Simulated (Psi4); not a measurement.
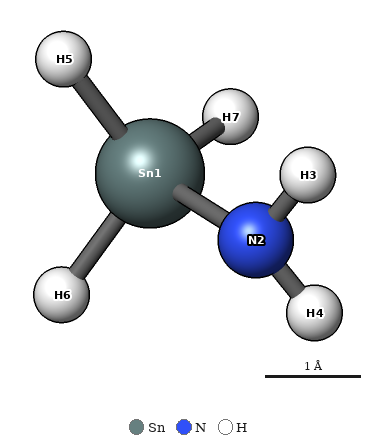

Fig. 1: The structure as given in the input (ball-and-stick view, seen at a tilt; atoms are numbered from 1 in the order of the input). Sticks mark near contacts. Bond lengths as drawn: H–N 1.01 Å, H–Sn 1.65 to 1.68 Å and N–Sn 2.00 Å.

## Single-point calculation, with input and output: SnNH$_{5}$

System: SnNH$_{5}$ (Sn(NH2)H3).
Method: PBE0/def2-QZVPPD, RKS, core potentials def2 (Psi4 1.11).

The geometry comes from this level: GFN2-xTB.

**Input file (run.py)**
```python
import psi4

psi4.set_memory('1600 MB')
psi4.set_num_threads(1)
psi4.set_output_file('psi4.out', False)

geom = psi4.geometry("""
Sn    -0.002930     0.001590    -0.763630
N      0.111900     0.224860     1.218650
H      0.691400    -0.443590     1.706560
H     -0.767260     0.270880     1.712930
H      1.563610    -0.007840    -1.282300
H     -0.813190     1.336030    -1.296130
H     -0.783530    -1.381930    -1.296080
symmetry c1
""")

psi4.set_options({
    'puream': True,
    'scf_type': 'df',
    'dft_radial_points': 99,
    'dft_spherical_points': 590,
})

E = psi4.energy('pbe0/def2-QZVPPD', molecule=geom)
print(f'pbe0/def2-QZVPPD energy: {E:.10f} Eh')
```

Hardware: 1 thread of Intel Xeon (Granite Rapids), 64 GiB of memory available, shared host.

Launch command:
```bash
python run.py
```

**The program's output**
```
Psi4 1.11 release

   => Loading Basis Set <=

    Name: DEF2-QZVPPD
    Role: ORBITAL
    Keyword: BASIS

    !!!  WARNING: ECP capability is in beta. Please check occupations closely.  !!!

         ---------------------------------------------------------
                                   SCF
                              RKS Reference
                        1 Threads,   1525 MiB Core
         ---------------------------------------------------------

  ==> Geometry <==

    Molecular point group: c1
    Full point group: C1

    Geometry (in Angstrom), charge = 0, multiplicity = 1:

       Center              X                  Y                   Z               Mass
    ------------   -----------------  -----------------  -----------------  -----------------
         SN          -0.010888635470    -0.020801357441    -0.224172114600   119.902201630000
         N            0.103941364530     0.202468642559     1.758107885400    14.003074004430
         H            0.683441364530    -0.465981357441     2.246017885400     1.007825032230
         H           -0.775218635470     0.248488642559     2.252387885400     1.007825032230
         H            1.555651364530    -0.030231357441    -0.742842114600     1.007825032230
         H           -0.821148635470     1.313638642559    -0.756672114600     1.007825032230
         H           -0.791488635470    -1.404321357441    -0.756622114600     1.007825032230

  Running in c1 symmetry.

  Rotational constants: A =      1.86549  B =      0.25637  C =      0.25201 [cm^-1]
  Rotational constants: A =  55926.12358  B =   7685.72872  C =   7555.21388 [MHz]
  Nuclear repulsion =   83.690365640723101

  Charge       = 0
  Multiplicity = 1
  Electrons    = 34
  Nalpha       = 17
  Nbeta        = 17

  ==> Algorithm <==

  SCF Algorithm Type is DF.
  DIIS enabled.
  MOM disabled.
  Fractional occupation disabled.
  Guess Type is SAD.
  Energy threshold   = 1.00e-06
  Density threshold  = 1.00e-06
  Integral threshold = 1.00e-12

  ==> Primary Basis <==

  Basis Set: DEF2-QZVPPD
    Blend: DEF2-QZVPPD
    Number of shells: 98
    Number of basis functions: 316
    Number of Cartesian functions: 380
    Spherical Harmonics?: true
    Max angular momentum: 4

  Core potential: DEF2-QZVPPD
    Number of shells: 4
    Number of ECP primitives: 18
    Number of ECP core electrons: 28
    Max angular momentum: 3

  ==> DFT Potential <==

   => LibXC <=

    Version 7.1.2

   => Composite Functional: PBE0 <=

    PBE0 Hyb-GGA Exchange-Correlation Functional

    Deriv               =              1
    GGA                 =           TRUE
    Meta                =          FALSE

    Exchange Hybrid     =           TRUE
    MP2 Hybrid          =          FALSE

   => Exchange Functionals <=

    0.7500   Perdew, Burke & Ernzerhof

   => Exact (HF) Exchange <=

    0.2500               HF

   => Correlation Functionals <=

    1.0000   Perdew, Burke & Ernzerhof

   => LibXC Density Thresholds  <==

    XC_HYB_GGA_XC_PBEH:  1.00E-15

   => Molecular Quadrature <=

    Radial Scheme          =       TREUTLER
    Pruning Scheme         =           NONE
    Nuclear Scheme         =       TREUTLER

    Blocking Scheme        =         OCTREE
    BS radius alpha        =              1
    Pruning alpha          =              1
    Radial Points          =             99
    Spherical Points       =            590
    Total Points           =         392891
    Total Blocks           =           2865
    Max Points             =            256
    Max Functions          =            314
    Weights Tolerance      =       1.00E-15

   => Loading Basis Set <=

    Name: (DEF2-QZVPPD AUX)
    Role: JKFIT
    Keyword: DF_BASIS_SCF

  ==> Integral Setup <==

  DFHelper Memory: AOs need 0.303 GiB; user supplied 0.303 GiB.
  SCF_SUBTYPE=INCORE selected. In-core MEM_DF algorithm will be used.
  Using in-core AOs.

  ==> MemDFJK: Density-Fitted J/K Matrices <==

    J tasked:                   Yes
    K tasked:                   Yes
    wK tasked:                   No
    Memory [MiB]:               310
    Algorithm:                 Core
    Schwarz Cutoff:           1E-12
    Mask sparsity (%):       3.2627
    Fitting Condition:        1E-10

   => Auxiliary Basis Set <=

  Basis Set: (DEF2-QZVPPD AUX)
    Blend: DEF2-UNIVERSAL-JKFIT
    Number of shells: 101
    Number of basis functions: 385
    Number of Cartesian functions: 502
    Spherical Harmonics?: true
    Max angular momentum: 5

  Cached 25.0% of DFT collocation blocks in 0.644 [GiB].

  Minimum eigenvalue in the overlap matrix is 3.5402488680E-05.
  Reciprocal condition number of the overlap matrix is 3.3352498753E-06.
    Using symmetric orthogonalization.

  ==> Pre-Iterations <==

  SCF Guess: Superposition of Atomic Densities via on-the-fly atomic UHF (no occupation information).

   -------------------------
    Irrep   Nso     Nmo
   -------------------------
     A        316     316
   -------------------------
    Total     316     316
   -------------------------

  ==> Iterations <==

                           Total Energy        Delta E     RMS |[F,P]|

   @DF-RKS iter SAD:  -270.49800503896194   -2.70498e+02   0.00000e+00
   @DF-RKS iter   1:  -271.47962295461411   -9.81618e-01   3.50717e-03 DIIS/ADIIS
   @DF-RKS iter   2:  -270.52914084536582    9.50482e-01   5.24859e-03 DIIS/ADIIS
   @DF-RKS iter   3:  -271.95956823412422   -1.43043e+00   9.78226e-04 DIIS/ADIIS
   @DF-RKS iter   4:  -271.99728048005795   -3.77122e-02   3.60620e-04 DIIS/ADIIS
   @DF-RKS iter   5:  -272.00078432764985   -3.50385e-03   3.74806e-05 DIIS
   @DF-RKS iter   6:  -272.00083123342500   -4.69058e-05   1.69729e-05 DIIS
   @DF-RKS iter   7:  -272.00083960552922   -8.37210e-06   3.19026e-06 DIIS
   @DF-RKS iter   8:  -272.00083995810036   -3.52571e-07   5.03389e-07 DIIS
  Energy and wave function converged.

  ==> Post-Iterations <==

   Electrons on quadrature grid:
      Ntotal   =   33.9999999596 ; deviation = -4.037e-08

    Orbital Energies [Eh]
    ---------------------

    Doubly Occupied:

       1A    -14.358103     2A     -5.134376     3A     -3.467358
       4A     -3.467141     5A     -3.466344     6A     -1.041259
       7A     -1.036556     8A     -1.035305     9A     -1.030295
      10A     -1.030003    11A     -0.845239    12A     -0.535835
      13A     -0.482202    14A     -0.377795    15A     -0.338379
      16A     -0.337021    17A     -0.264282

    Virtual:

      18A     -0.014397    19A      0.004076    20A      0.027549
      21A      0.037687    22A      0.037889    23A      0.049153
      24A      0.052251    25A      0.062512    26A      0.068882
      27A      0.089619    28A      0.103800    29A      0.104789
      30A      0.119290    31A      0.134921    32A      0.138893
      33A      0.139750    34A      0.162668    35A      0.164295
      36A      0.173808    37A      0.187025    38A      0.199963
      39A      0.205997    40A      0.225955    41A      0.237391
      42A      0.243750    43A      0.248991    44A      0.257287
      45A      0.271378    46A      0.279570    47A      0.285679
      48A      0.301013    49A      0.302022    50A      0.311053
      51A      0.317824    52A      0.331278    53A      0.333032
      54A      0.345064    55A      0.366185    56A      0.367042
      57A      0.384447    58A      0.414309    59A      0.419106
      60A      0.433872    61A      0.441576    62A      0.472493
      63A      0.504766    64A      0.526761    65A      0.541167
      66A      0.547665    67A      0.563508    68A      0.590900
      69A      0.611354    70A      0.618407    71A      0.633502
      72A      0.646978    73A      0.653820    74A      0.661818
      75A      0.671976    76A      0.692238    77A      0.693592
      78A      0.719509    79A      0.741672    80A      0.767043
      81A      0.799217    82A      0.806701    83A      0.840095
      84A      0.854555    85A      0.870826    86A      0.875552
      87A      0.889279    88A      0.899461    89A      0.933310
      90A      0.946338    91A      0.959017    92A      0.990765
      93A      1.014143    94A      1.031328    95A      1.063828
      96A      1.097247    97A      1.134355    98A      1.153191
      99A      1.199352   100A      1.227853   101A      1.242023
     102A      1.261592   103A      1.267604   104A      1.280470
     105A      1.285680   106A      1.299506   107A      1.316693
     108A      1.339810   109A      1.357881   110A      1.365602
     111A      1.381291   112A      1.381945   113A      1.403121
     114A      1.453483   115A      1.493361   116A      1.556839
     117A      1.575056   118A      1.583097   119A      1.671036
     120A      1.696996   121A      1.737136   122A      1.743769
     123A      1.756122   124A      1.807993   125A      1.817179
     126A      1.839291   127A      1.857750   128A      1.888586
     129A      1.896685   130A      1.909329   131A      1.945933
     132A      1.979067   133A      2.019615   134A      2.065837
     135A      2.104991   136A      2.119064   137A      2.125183
     138A      2.183222   139A      2.220890   140A      2.242472
     141A      2.264965   142A      2.270364   143A      2.316673
     144A      2.346532   145A      2.378493   146A      2.398463
     147A      2.402799   148A      2.472138   149A      2.482016
     150A      2.536908   151A      2.551599   152A      2.574775
     153A      2.601435   154A      2.619776   155A      2.631158
     156A      2.648889   157A      2.658064   158A      2.665336
     159A      2.674233   160A      2.696414   161A      2.714949
     162A      2.746788   163A      2.787496   164A      2.802841
     165A      2.821825   166A      2.836734   167A      2.849500
     168A      2.863700   169A      2.896964   170A      2.926389
     171A      2.940611   172A      2.965134   173A      3.045657
     174A      3.095531   175A      3.137659   176A      3.151504
     177A      3.162523   178A      3.178225   179A      3.269877
     180A      3.281396   181A      3.332141   182A      3.364143
     183A      3.378407   184A      3.457579   185A      3.471138
     186A      3.576810   187A      3.649927   188A      3.666120
     189A      3.669792   190A      3.716604   191A      3.785006
     192A      3.860433   193A      3.899596   194A      4.078064
     195A      4.290698   196A      4.318717   197A      4.389697
     198A      4.728297   199A      5.127287   200A      5.161492
     201A      5.693593   202A      5.733224   203A      5.748683
     204A      5.781057   205A      5.799259   206A      5.817113
     207A      5.825415   208A      5.843499   209A      5.844810
     210A      5.873880   211A      5.910120   212A      5.956512
     213A      5.960137   214A      5.969091   215A      5.996155
     216A      6.001966   217A      6.025403   218A      6.058298
     219A      6.060286   220A      6.130286   221A      6.172298
     222A      6.182785   223A      6.201453   224A      6.263875
     225A      6.288219   226A      6.304316   227A      6.405223
     228A      6.408790   229A      6.461616   230A      6.473703
     231A      6.505614   232A      6.735661   233A      6.759035
     234A      6.953192   235A      6.988886   236A      7.051929
     237A      7.143610   238A      7.165873   239A      7.364850
     240A      7.475282   241A      7.492151   242A      7.507307
     243A      7.586726   244A      7.738829   245A      7.747197
     246A      7.758790   247A      7.804687   248A      7.812486
     249A      7.852457   250A      7.864807   251A      7.868498
     252A      7.938725   253A      7.964654   254A      7.982549
     255A      8.002485   256A      8.012724   257A      8.033240
     258A      8.074076   259A      8.076821   260A      8.095405
     261A      8.146229   262A      8.168209   263A      8.193012
     264A      8.214258   265A      8.251251   266A      8.274623
     267A      8.321720   268A      8.385116   269A      8.432613
     270A      8.450880   271A      8.506399   272A      8.512122
     273A      8.547056   274A      8.565853   275A      8.600061
     276A      8.602533   277A      8.626771   278A      8.635269
     279A      8.764226   280A      8.772049   281A      8.919802
     282A      8.922061   283A      8.948222   284A      8.997495
     285A      9.071570   286A      9.106462   287A      9.248715
     288A      9.399114   289A      9.447940   290A      9.476059
     291A      9.480268   292A      9.493812   293A      9.562726
     294A      9.625066   295A      9.645183   296A      9.747886
     297A      9.840420   298A      9.849819   299A      9.998406
     300A     10.134024   301A     10.512471   302A     11.283173
     303A     11.313181   304A     11.629635   305A     11.707607
     306A     11.776108   307A     11.962275   308A     13.012295
     309A     14.631500   310A     15.098736   311A     34.850678
     312A     34.881860   313A     34.910722   314A     38.105460
     315A     73.301420   316A    197.561506

    Final Occupation by Irrep:
              A
    DOCC [    17 ]
    NA   [    17 ]
    NB   [    17 ]

  @DF-RKS Final Energy:  -272.00083995810036

   => Energetics <=

    Nuclear Repulsion Energy =             83.6903656407231011
    One-Electron Energy =                -620.5376225972827342
    Two-Electron Energy =                 285.2709293787155502
    DFT Exchange-Correlation Energy =     -20.4245123802563668
    Empirical Dispersion Energy =           0.0000000000000000
    VV10 Nonlocal Energy =                  0.0000000000000000
    Total Energy =                       -272.0008399581004142

Computation Completed

Properties will be evaluated at   0.000000,   0.000000,   0.000000 [a0]

Properties computed using the SCF density matrix

 Multipole Moments:

 ------------------------------------------------------------------------------------
     Multipole            Electronic (a.u.)      Nuclear  (a.u.)        Total (a.u.)
 ------------------------------------------------------------------------------------

 L = 1.  Multiply by 2.5417464519 to convert [e a0] to [Debye]
 Dipole X            :         -0.8087127            0.6411395           -0.1675732
 Dipole Y            :         -1.5161910            1.1739807           -0.3422103
 Dipole Z            :        -18.0960193           18.1739461            0.0779268
 Magnitude           :                                                    0.3889232

 ------------------------------------------------------------------------------------

	total time  =         40 seconds =       0.67 minutes
```

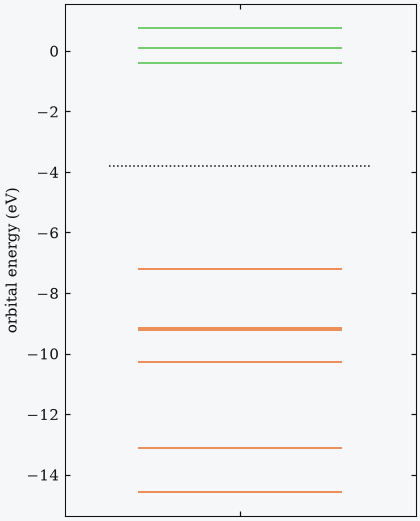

Fig. 2: Orbital energies near the frontier; the dotted line parts filled from empty levels, and levels within 0.02 eV of each other stand side by side. Highest filled −7.19 eV, lowest empty −0.39 eV, 6.80 eV apart.

**Results in brief**

| quantity | value |
| --- | --- |
| outcome | converged |
| total energy | −272.000840 hartree |
| basis functions | 316 |
| HOMO | −7.19 eV |
| LUMO | −0.39 eV |
| dipole moment | 0.99 D |
| wall time | 41 s |
| peak memory | 1.2 GiB |
